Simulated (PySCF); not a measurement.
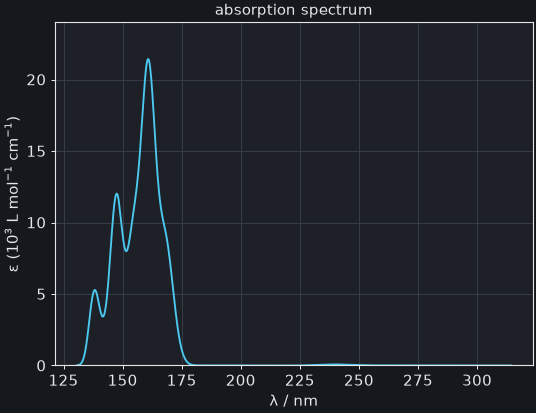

Computed absorption of C₄H₈FN, SMILES C/N=C/CCF. Vertical TDDFT excitations, CAM-B3LYP/def2-SVPD, PySCF 2.14.0, at a PBE0-D3(BJ)/def2-SVP geometry (no frequency check), gas phase. Only the first 10 singlet excitations are included; each is broadened by a Gaussian of 1/e half-width 0.20 eV. States within 0.01 eV of each other are merged, with their strengths summed. The highest state may be half of a pair whose partner wasn't computed.

Where is the maximum of the broadened curve, and how high is it?

Answer. At about 7.7 eV (161 nm), with ε near 21000 L mol⁻¹ cm⁻¹.

Does any vertical transition fall in the visible?

Answer. No singlet lies below 3.1 eV (beyond 400 nm), so at this level no vertical transition falls in the visible.

Known limits of this run: states above the negative HOMO energy depend on the basis; one conformer of a flexible molecule; core orbitals are frozen in the response.
